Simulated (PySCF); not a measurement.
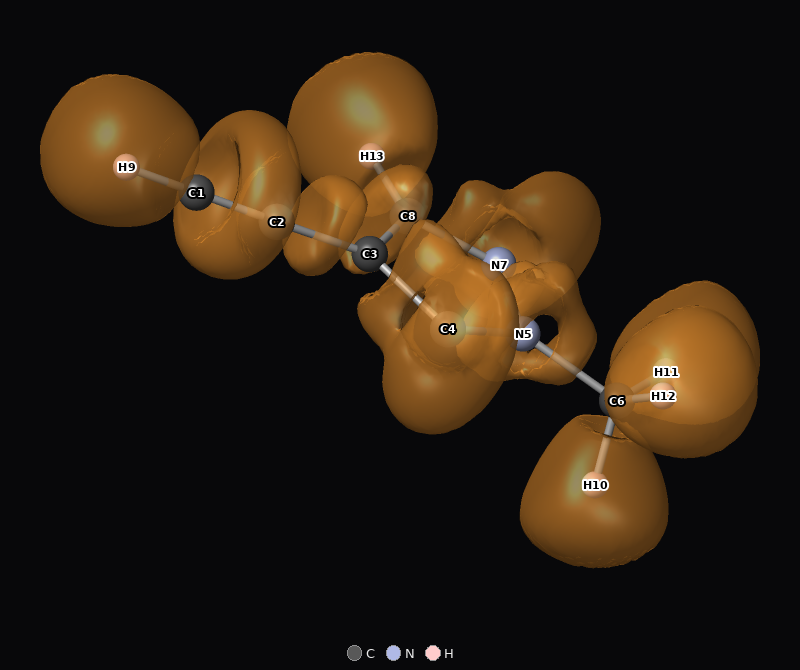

Figure 1: C₆H₅N₂ (doublet). Isosurface of the electron localisation function at 0.75 (orange), seen at an oblique angle. Core shells and regions of very low density are left out.

Geometry: GFN2-xTB.

These are results of PySCF, UKS B3LYP, pcH-1 on C H N, non-relativistic, mean-field spin-orbit, GIAO, not measurements.

```xyz
13

C     3.5567    0.1368   -1.0139
C     2.4006    0.0798   -0.6927
C     1.0641    0.0033   -0.2809
C    -0.1042    0.1791   -1.0036
N    -1.1573    0.0175   -0.2065
C    -2.5517    0.0915   -0.5273
N    -0.7535   -0.2653    1.0370
C     0.5704   -0.2771    1.0107
H     4.5646    0.1879   -1.2985
H    -2.8569   -0.7657   -1.1319
H    -3.1068    0.0850    0.4087
H    -2.7665    1.0082   -1.0777
H     1.1362   -0.4805    1.8977
```

Identify the bonds, lone pairs and shells in this picture.

Answer. At this value the surface marks out three regions between bonded C–C atoms (shared pairs), five regions around hydrogen nuclei, one region on C in which the atom's valence shell and bonds are merged and two regions on N in which the atom's valence shell and bonds are merged. Along the contacts the grid gives the following. C–C (1.20 Å): the ELF peaks at about 0.90 between the atoms: a short, multiple covalent bond. C–N (1.32 Å): the ELF peaks at about 0.90 between the atoms, as expected for localised, covalent bonding.
